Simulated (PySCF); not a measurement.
## Electronic structure of C$_{3}$H$_{13}$FOSi$_{4}$ in real space

```yaml
atoms:
  - { symbol: F, position_ang: [-1.1030, -3.4623, -0.3532] }
  - { symbol: C, position_ang: [-0.3647, -2.3474, -0.0508] }
  - { symbol: C, position_ang: [0.9434, -2.5150, 0.0949] }
  - { symbol: Si, position_ang: [2.2423, -1.2377, 0.5177] }
  - { symbol: O, position_ang: [1.6370, 0.2579, 0.3445] }
  - { symbol: Si, position_ang: [1.7435, 1.8756, 0.3926] }
  - { symbol: Si, position_ang: [-1.4515, -0.7931, 0.0607] }
  - { symbol: C, position_ang: [-1.2191, 0.2208, -1.5250] }
  - { symbol: Si, position_ang: [-2.1879, 1.8500, -1.5777] }
  - { symbol: H, position_ang: [1.3282, -3.5223, -0.0277] }
  - { symbol: H, position_ang: [3.3753, -1.3533, -0.4064] }
  - { symbol: H, position_ang: [2.6733, -1.3764, 1.9118] }
  - { symbol: H, position_ang: [1.8094, 2.3231, -0.9976] }
  - { symbol: H, position_ang: [0.5368, 2.3210, 1.0817] }
  - { symbol: H, position_ang: [2.9563, 2.2464, 1.1213] }
  - { symbol: H, position_ang: [-1.1067, -0.0541, 1.2771] }
  - { symbol: H, position_ang: [-2.8274, -1.2976, 0.1575] }
  - { symbol: H, position_ang: [-0.1579, 0.4386, -1.6390] }
  - { symbol: H, position_ang: [-1.5014, -0.3879, -2.3856] }
  - { symbol: H, position_ang: [-1.8526, 2.6821, -0.4212] }
  - { symbol: H, position_ang: [-1.8565, 2.5777, -2.8081] }
  - { symbol: H, position_ang: [-3.6270, 1.5732, -1.5738] }
```

Geometry: GFN2-xTB.

All numbers below come from PBE0/pcSseg-1, SCF density, gas phase, non-relativistic in PySCF 2.14.0.

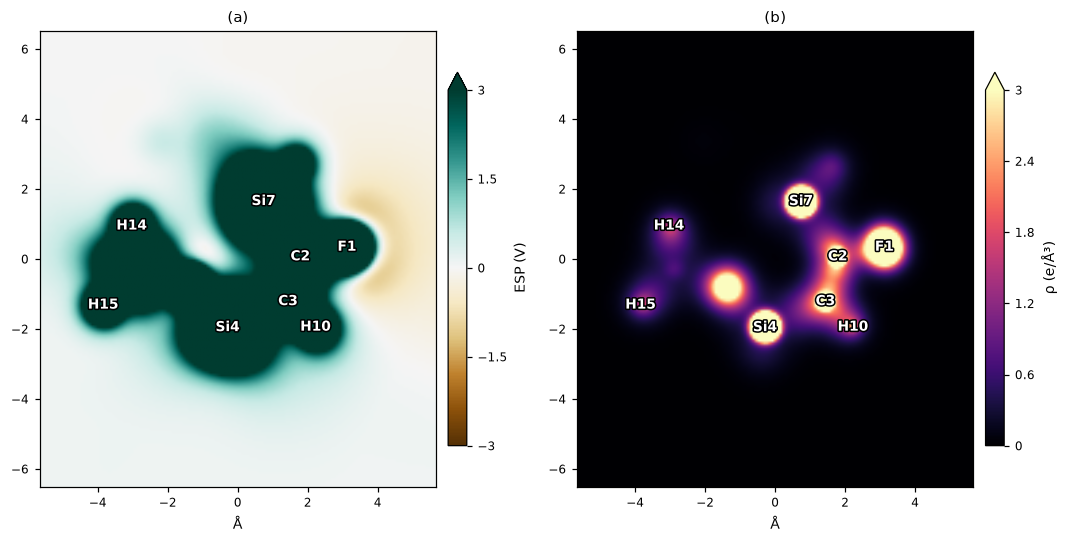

Figure 1. (a) molecular electrostatic potential; (b) total electron density on the plane of atoms Si4, C3 and H10.

Q: Read the bonding off the picture.

A: The plane passes through F, C, Si and H nuclei. C–C (1.33 Å): ρ is about 2.3 e/Å³ halfway. C–F (1.37 Å): the density is about 2.1 e/Å³ at the midpoint, with its minimum of 1.6 e/Å³ about 0.5 Å from C. C–Si (1.87 Å): the density is about 0.95 e/Å³ at the midpoint. C–H (1.09 Å): ρ at the midpoint is about 2 e/Å³. Outside the dense part of the molecule the potential is most negative (−1.0 V) near F1.

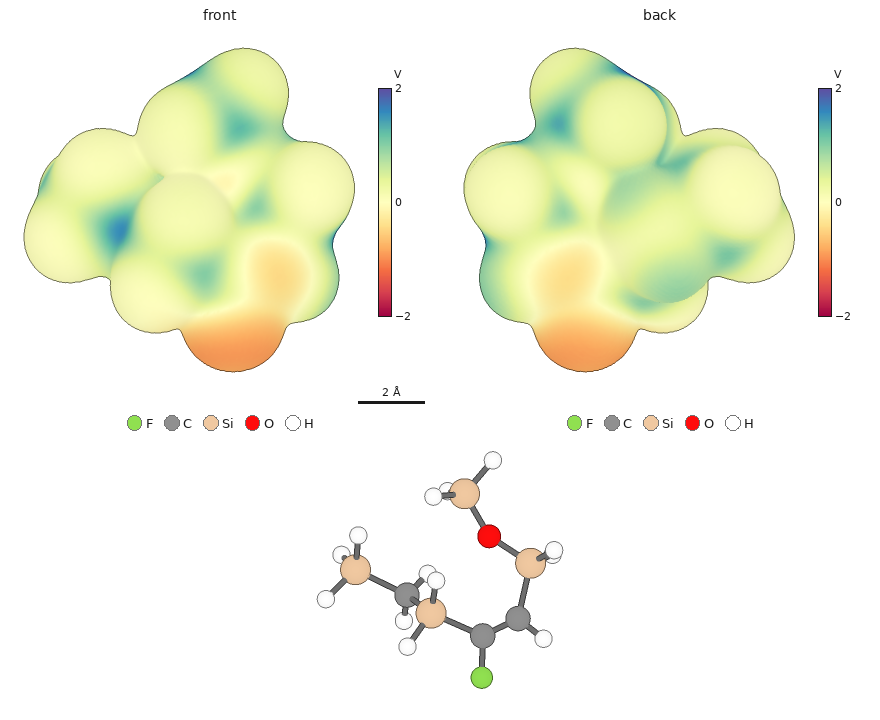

Figure 2. The electrostatic potential painted on the density surface at 0.002 e/bohr³, seen from the front and from behind; the colour scale runs from red (negative) to blue (positive). The bare structure is drawn below in the same view.

Q: Describe the electrostatic potential map.

A: The most negative region (about −0.9 V) lies over F1, the most positive (about +1.7 V) over Si4 and Si6.
